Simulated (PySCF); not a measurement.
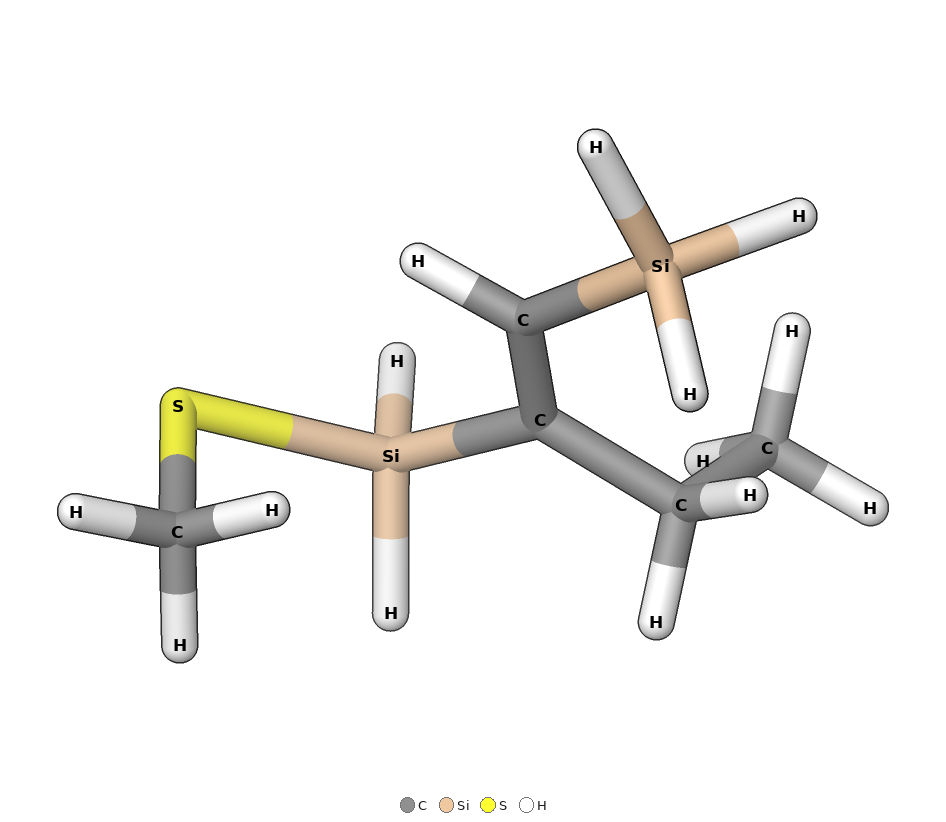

The computed structure is the end point of a GFN2-xTB optimisation. No frequency run is at hand to confirm it as a minimum. Properties computed with PBE0/pcSseg-1, gas phase (PySCF 2.14.0).

**Estimate the HOMO–LUMO gap.**

5.75 eV.

**What is the HOMO energy (Kohn–Sham orbital)?**

−6.81 eV.

**What is the dipole moment?**

2.04 D.

The geometry is semi-empirical. Around Si such bond lengths and angles can be off by a tenth of an ångström or more and by several degrees, and values that hang on the shape move with them.
